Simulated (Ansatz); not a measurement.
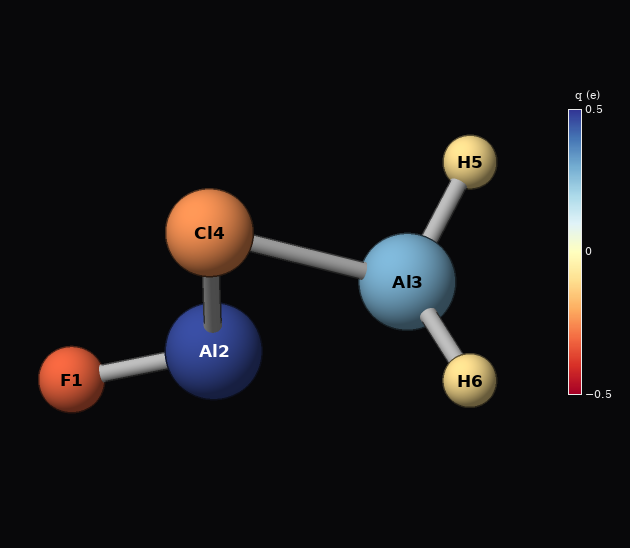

Atoms are coloured by their Mulliken charges. The geometry was computed by an optimisation with PBE0-D4/def2-TZVP. No frequency run is at hand to confirm it as a minimum. Level of theory: RKS PBE0-D4/def2-TZVP (Ansatz 0.2.0).

Give the Mulliken charges atom by atom.

| atom | value (e) |
| --- | --- |
| F1 | −0.31 |
| Al2 | 0.46 |
| Al3 | 0.28 |
| Cl4 | −0.24 |
| H5 | −0.10 |
| H6 | −0.10 |

Mulliken values depend strongly on the basis set and can even reverse the polarity of a bond.
